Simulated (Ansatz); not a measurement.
**ClH₃Si···H₄Si₂: density, localisation and related maps**

The calculation's input:

```
crystal:
  periodic: [false, false, false]
  atoms:
    - {symbol: Si, position_ang: [-0.791238, -1.199880, 2.039603]}
    - {symbol: Si, position_ang: [1.161244, 0.450201, 0.126105]}
    - {symbol: Cl, position_ang: [-0.367102, -1.504895, -0.000618]}
    - {symbol: H, position_ang: [2.205068, -0.379145, -0.600688]}
    - {symbol: Si, position_ang: [0.263151, 1.348578, -1.879271]}
    - {symbol: H, position_ang: [0.463407, -1.394986, 2.787815]}
    - {symbol: H, position_ang: [-1.378499, 0.145357, 2.175570]}
    - {symbol: H, position_ang: [-1.782967, -2.259200, 2.349366]}
    - {symbol: H, position_ang: [0.103273, 0.382771, -3.005842]}
    - {symbol: H, position_ang: [-1.067892, 1.984754, -1.655864]}
    - {symbol: H, position_ang: [1.191554, 2.426445, -2.336175]}
basis:
  gaussian: {orbitals: def2-TZVPP}
hamiltonian: {xc: pbe0, dispersion: d4}
output: {orbitals: {seedname: orbitals}}
```

Command:

```sh
ansatz run in.yaml --threads 4 --pin off --events-out ev --progress --plain --max-ram 9574MiB
```

The product side of a reaction path; geometry: PBE0-D4/def2-TZVP.

Theory: RKS PBE0-D4/def2-TZVPP (Ansatz 0.2.0).

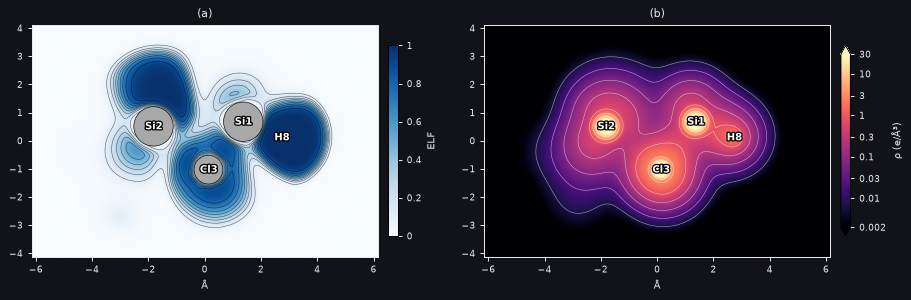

Figure 1. (a) ELF; (b) electron density on the plane of atoms Cl3, Si1 and H8. Grey discs cover the atomic cores in the ELF map.

### Describe what can be read from this map.

Atoms in the plane: Si, Cl and H.
Si2···Cl3 (2.48 Å): the density falls to about 0.29 e/Å³ on the way; the ELF peaks at about 0.85 in the valence shell of Cl, 0.8 Å from its nucleus, and is about 0.60 at the midpoint.
Si–Cl (2.11 Å): the density is about 0.83 e/Å³ at the midpoint; the ELF peaks at about 0.90 between the atoms (a shared but strongly polarised pair).
Si–H (1.48 Å): the density is about 0.83 e/Å³ at the midpoint; the ELF climbs to about 1 towards the hydrogen, as it does in any bond to H.
The ELF also peaks beside Cl3 and Si2, away from the bonds: lone-pair regions.

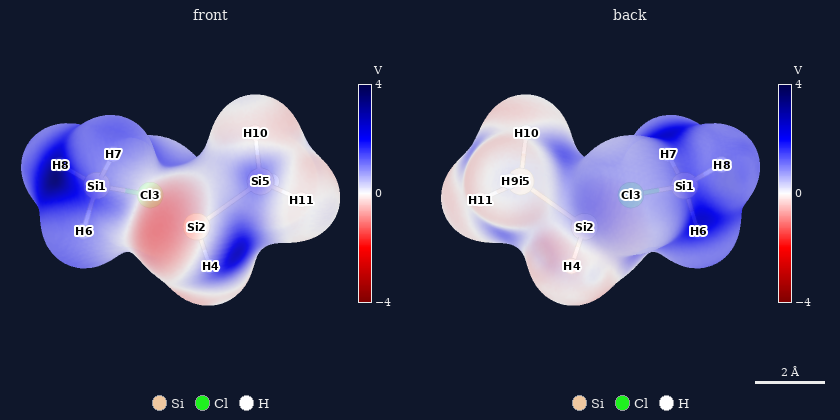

Figure 2. The molecular electrostatic potential painted on the density surface at 0.004 e/bohr³, seen from the front and from behind; red is negative and blue positive.

### Which sites attract a positive test charge, and which a negative one?

A positive charge is drawn to the negative regions and a negative charge to the positive ones. The most negative region (about −0.9 V) lies over Si2, the most positive (about +3.1 V) over Si1. Cl3 shows a σ-hole: about +1.0 V at the tip opposite its bond, against about +0.6 V on its flanks.

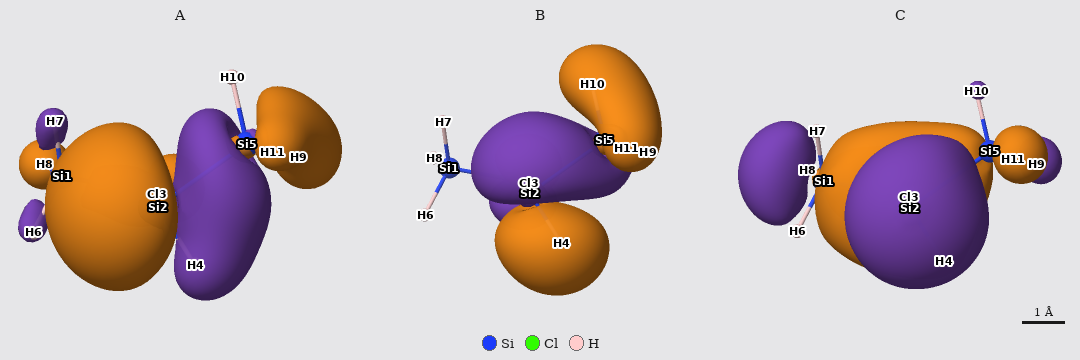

Figure 3. Three frontier orbitals at ±0.06 Å⁻³ᐟ² (orange and purple are the two phases), in no order.

### Order the three orbitals by energy and name them.

B is the HOMO−1 (−7.84 eV). By Hirshfeld shares it lies mainly on Si2 (about 40 %), Si5 (about 25 %), H4 (about 20 %) and H10 (about 5 %). A is the HOMO (−6.07 eV). It lies mainly on Si2 (about 60 %) and Si5 (about 15 %). C is the LUMO (−1.71 eV). By Hirshfeld shares it lies mainly on Si2 (about 55 %), Cl3 (about 15 %), Si1 (about 10 %) and Si5 (about 10 %).

### What is the HOMO–LUMO gap?

4.36 eV between the orbital energies.

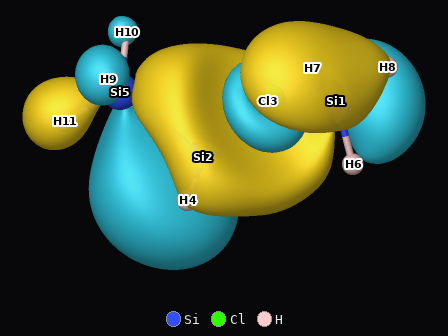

Figure 4. The LUMO at ±0.05 Å⁻³ᐟ² (yellow and cyan are the two phases), seen at an oblique angle.

### Describe this orbital and give its energy.

It lies mainly on Si2 (about 55 %), Cl3 (about 15 %), Si1 (about 10 %) and Si5 (about 10 %). Its energy is −1.71 eV.
